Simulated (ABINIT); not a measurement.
BaTiO3 (P4mm): refractive index against wavelength

The refractive index of BaTiO3 (P4mm) along x below the direct gap (2.11 eV on the mesh) is read from one computed spectrum, n = √(Re ε). x, y and z are the Cartesian axes of the input cell.

The structure is tetragonal, space group P4mm (No. 99). The conventional cell has a = 4.000 Å, b = 4.000 Å, c = 4.018 Å, α = 90.00°, β = 90.00°, γ = 90.00°. Around Ba on site a lie 12 O at 2.79 to 2.88 Å. Around Ti on site b lie 6 O at 1.89 to 2.13 Å. O on site c is surrounded by 2 Ti at 2.00 Å. O on site b has 2 Ti at 1.89 to 2.13 Å as nearest neighbours.

Method: ABINIT 10.8.3, PBE, independent particles, k-mesh 8×8×8, Lorentzian half width 0.05 eV.

Launch of the response step: `optic optic.abi`. The run took 6.9 min, its band step included, on 4 threads of Intel(R) Xeon(R) Platinum 8375C CPU @ 2.90GHz (Ice Lake), with other jobs on the host.

```tsv
wavelength (nm)	photon energy E (eV)	n
3000	0.413	2.5650
2000	0.620	2.5758
1550	0.800	2.5892
1310	0.946	2.6032
1064	1.165	?
850	1.459	2.6814
```

In the single-oscillator model n² − 1 = E₀E_d/(E₀² − E²), so 1/(n² − 1) = E₀/E_d − E²/(E₀E_d) is linear in E².

Working, on the rows shown:

| x = E² (eV²) | y = 1/(n² − 1) |
| --- | --- |
| 0.170801 | 0.179236 |
| 0.384302 | 0.17747 |
| 0.639837 | 0.175317 |
| 0.895757 | 0.173111 |
| 2.12762 | 0.161553 |

Means: x̄ = 0.84366, ȳ = 0.17334. Σ(x − x̄)(y − ȳ) = -0.02141, Σ(x − x̄)² = 2.357. Slope = -0.02141 / 2.357 = -0.009087; intercept = ȳ − slope · x̄ = 0.181. Turned back into n, the line misses the rows shown by at most 0.0016.

Problem. What does the fit predict for the withheld row, and how well does it do?

Solution. At x = 1.3578 the line gives y = 0.16867, that is 2.6323. The run gave 2.6302, so the interpolation is off by 0.0021, 1.8 % of the range in the table.

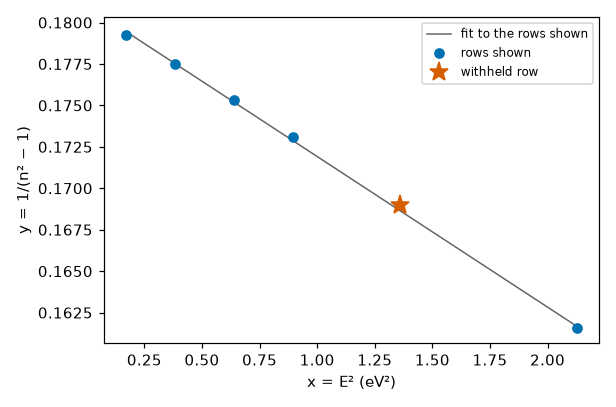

Refitted with all rows, the slope is -0.009035 and the intercept 0.18101. These give E₀ = √(intercept/−slope) = 4.48 eV and E_d = E₀/intercept = 24.7 eV; E₀ is 2.1 times the direct gap. The electronic limit at long wavelengths, without lattice vibrations, is n = √(1 + 1/intercept) = 2.554. The cell comes from an older database entry, whose edges can be off by a per cent or so. Excitons are left out and so are local fields; PBE gaps are as a rule too small. The values come from a sum over the points of one k-mesh and carry its error, which grows as the direct gap shrinks. Spin-orbit coupling is left out.

[Logs are printed without paths, hosts, clocks, repeated set-up lines and the standing remarks that a program may print on its own settings, such as how far it seeks lower states.]
